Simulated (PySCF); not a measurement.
# triplet PH3: levels of theory compared

Wanted: a comparison of 3 runs (U-wB97M-V/aug-cc-pVTZ, UCAM-B3LYP/aug-cc-pVTZ, UM06-2X/aug-cc-pVTZ) of triplet PH3. Input form: a Python script.

The calculation is run with PySCF 2.14.0.

1 further run of the same task is left out (set aside as unsound or not needed).

### 1 The system as given

PH3 has 4 atoms, charge 0, and is taken as a triplet. SMILES of the parent species: `P`. The shape is that of a PBE0-D4/def2-TZVP optimisation. That shape belongs to the parent species and isn't relaxed for this state.

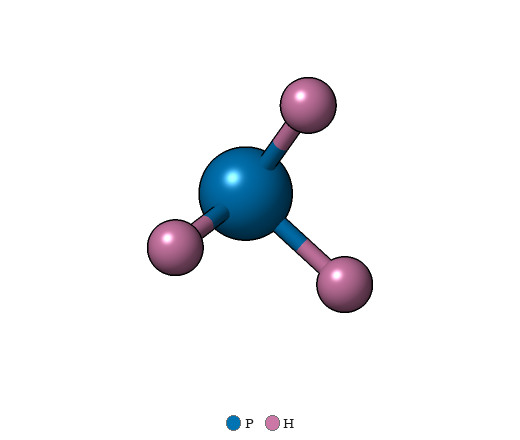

The structure, seen from a chosen angle (phosphorus blue, hydrogen pink).

### 2 The energy at U-wB97M-V/aug-cc-pVTZ (run 1)

run.py reads:

```python
from pyscf import gto, dft

mol = gto.M(
    atom='''
P    0.346000  -0.326500  -0.332800
H    0.630900  -0.034000   1.027000
H   -1.005500  -0.663000  -0.057200
H    0.028700   1.023500  -0.636900
''',
    basis='aug-cc-pvtz',
    spin=2,
    max_memory=1860,
    verbose=3,
)

mf = dft.UKS(mol)
mf.xc = 'wb97m-v'
mf.conv_tol = 1e-10
mf.nlcgrids.level = 1
mf.grids.level = 5
mf.kernel()
if not mf.converged:
    mf = mf.newton().run(mf.mo_coeff, mf.mo_occ)

e_tot = mf.e_tot
print('E(%s) = %.9f' % ('WB97M-V', e_tot))
```

Run with:

```console
OMP_NUM_THREADS=1 python run.py
```

Log:

```text
WARN: HOMO 0.00443111498284665 >= LUMO -0.309732368672423

WARN: HOMO -0.144095515315109 >= LUMO -0.315863115051625

WARN: HOMO -0.136284818940684 >= LUMO -0.233351451290893

WARN: HOMO -0.137333236739693 >= LUMO -0.210914567008428

WARN: HOMO -0.137678600962807 >= LUMO -0.208286767845497

WARN: HOMO -0.137497377362865 >= LUMO -0.207167751867338

WARN: HOMO -0.137608121973995 >= LUMO -0.206355358459239

WARN: HOMO -0.137676047966981 >= LUMO -0.206076535656768

WARN: HOMO -0.13767964869271 >= LUMO -0.206046640881045

WARN: HOMO -0.137680422630187 >= LUMO -0.206056832328402

WARN: HOMO -0.137680852174316 >= LUMO -0.206060647408126

WARN: HOMO -0.13768067082133 >= LUMO -0.206060050694424

WARN: HOMO -0.13768095590541 >= LUMO -0.206062538905675

WARN: HOMO -0.137681196801808 >= LUMO -0.206062364428156

WARN: HOMO -0.137681192021692 >= LUMO -0.206062257835262

converged SCF energy = -342.870380786786  <S^2> = 2.0014962  2S+1 = 3.0009973
E(WB97M-V) = -342.870380787
```

Run time: 78 s. Hardware: 1 thread of Arm Neoverse V2, shared host; peak memory 0.69 GiB.

### 3 A single-point energy at UCAM-B3LYP/aug-cc-pVTZ (run 2)

run.py reads:

```python
from pyscf import gto, dft

mol = gto.Mole()
mol.atom = 'P 0.346000 -0.326500 -0.332800; H 0.630900 -0.034000 1.027000; H -1.005500 -0.663000 -0.057200; H 0.028700 1.023500 -0.636900'
mol.basis = 'aug-cc-pvtz'
mol.verbose = 3
mol.max_memory = 1860
mol.spin = 2
mol.build()

mf = dft.UKS(mol, xc='cam-b3lyp')
mf.conv_tol = 1e-10
mf.grids.level = 5
mf.kernel()
if not mf.converged:
    mf = mf.newton().run(mf.mo_coeff, mf.mo_occ)

e_tot = mf.e_tot
print('E(%s) = %.9f' % ('CAM-B3LYP', e_tot))
```

Run with:

```console
OMP_NUM_THREADS=1 python run.py
```

Log:

```text
WARN: HOMO -0.00288365828100012 >= LUMO -0.309806867255027

WARN: HOMO -0.132046171017111 >= LUMO -0.332961691359184

WARN: HOMO -0.122592655311205 >= LUMO -0.266812256680318

WARN: HOMO -0.119996038125732 >= LUMO -0.249977316802911

WARN: HOMO -0.120283167100961 >= LUMO -0.248456545499194

WARN: HOMO -0.120018227695623 >= LUMO -0.247532953306529

WARN: HOMO -0.119967479571371 >= LUMO -0.247109835342076

WARN: HOMO -0.119953457378846 >= LUMO -0.24699283182128

WARN: HOMO -0.119954937798279 >= LUMO -0.246990139246924

WARN: HOMO -0.1199561593223 >= LUMO -0.247003514255934

WARN: HOMO -0.119955946284093 >= LUMO -0.247001812858499

WARN: HOMO -0.119956398155876 >= LUMO -0.24700423825676

WARN: HOMO -0.119956509867548 >= LUMO -0.247005354803851

WARN: HOMO -0.119956636705232 >= LUMO -0.247006071692497

WARN: HOMO -0.119956572805743 >= LUMO -0.247005916525846

converged SCF energy = -342.916064573442  <S^2> = 2.0022766  2S+1 = 3.0015173
E(CAM-B3LYP) = -342.916064573
```

Run time: 33 s. Hardware: 1 thread of Arm Neoverse V2, shared host; peak memory 0.64 GiB.

### 4 The energy at UM06-2X/aug-cc-pVTZ (run 3)

input.py reads:

```python
from pyscf import gto, dft

mol = gto.M(
    atom='''
P        0.346000      -0.326500      -0.332800
H        0.630900      -0.034000       1.027000
H       -1.005500      -0.663000      -0.057200
H        0.028700       1.023500      -0.636900
''',
    spin=2,
    verbose=3,
    basis='aug-cc-pvtz',
    max_memory=1860,
)

ks = dft.UKS(mol)
ks.xc = 'm06-2x'
ks.grids.level = 5
ks.conv_tol = 1e-10
ks.kernel()
if not ks.converged:
    ks = ks.newton().run(ks.mo_coeff, ks.mo_occ)

energy = ks.e_tot
print(f'total energy: {energy:.8f} hartree')
```

Run with:

```console
OMP_NUM_THREADS=1 python input.py
```

Log:

```text
WARN: HOMO -0.012790798624172 >= LUMO -0.305484100563551

WARN: HOMO -0.126608403970044 >= LUMO -0.34564539114636

WARN: HOMO -0.115852052265168 >= LUMO -0.277689877848686

WARN: HOMO -0.113563553370509 >= LUMO -0.263701595248349

WARN: HOMO -0.113868346097022 >= LUMO -0.261974337381751

WARN: HOMO -0.11337410682165 >= LUMO -0.261944349696574

WARN: HOMO -0.113228260459363 >= LUMO -0.2614695100961

WARN: HOMO -0.113186364593756 >= LUMO -0.26146686239994

WARN: HOMO -0.113159879807896 >= LUMO -0.261398099267891

WARN: HOMO -0.113149917175218 >= LUMO -0.261413286712921

WARN: HOMO -0.113149123751524 >= LUMO -0.261399557252506

WARN: HOMO -0.113149209218903 >= LUMO -0.261398120579669

WARN: HOMO -0.113148288887955 >= LUMO -0.261394271469653

WARN: HOMO -0.113149167478734 >= LUMO -0.261392689641026

WARN: HOMO -0.113149268789795 >= LUMO -0.261395203259774

WARN: HOMO -0.11314945229257 >= LUMO -0.261395760885216

WARN: HOMO -0.113149588894484 >= LUMO -0.261396281339715

converged SCF energy = -342.878404758397  <S^2> = 2.0031166  2S+1 = 3.002077
total energy: -342.87840476 hartree
```

Run time: 64 s. Hardware: 1 thread of Arm Neoverse V2, shared host; peak memory 0.69 GiB.

### 5 All runs side by side

```
run                   level  nlc grid  energy (Eh)  dipole moment (D)  HOMO energy (eV)   ⟨S²⟩  wall time
  1   U-wB97M-V/aug-cc-pVTZ         1  -342.870381               1.25             -3.75  2.001       78 s
  2  UCAM-B3LYP/aug-cc-pVTZ         –  -342.916065               1.40             -3.26  2.002       33 s
  3     UM06-2X/aug-cc-pVTZ         –  -342.878405               1.00             -3.08  2.003       64 s
```

### 6 Summary of results

| quantity | value |
| --- | --- |
| run 3: total energy | -342.87840 Eh |
| run 3: dipole moment | 1.00 D |
| run 3: HOMO energy (highest over α and β) | -3.08 eV |
| run 3: ⟨S²⟩ | 2.003 |

In words: The dipole moment (its size) runs from 1.00 D (UM06-2X/aug-cc-pVTZ) to 1.40 D (UCAM-B3LYP/aug-cc-pVTZ). Totals of different functionals can't be ranked against each other. All runs together took 2.9 min, the longest 78 s.
